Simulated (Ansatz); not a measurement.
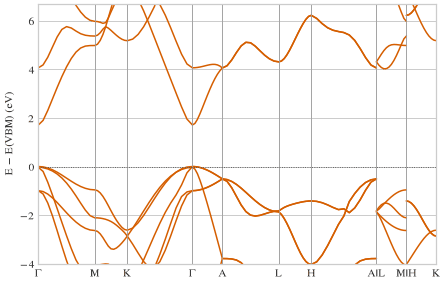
*Band structure from PBE (plane waves, PAW; program Ansatz)*

### Question
Read off the gap and where the band edges lie.

### Answer
About 1.7 eV (1.71 eV by a search for the band edges); maximum at Γ, minimum at Γ.

The material is GaN (wurtzite, P6_3mc).

The cell was relaxed with PBE under the symmetry of its start. Scalar-relativistic: spin–orbit coupling is off unless named, which matters more the heavier the elements.

Potentials: the earlier of the program's two PAW sets.
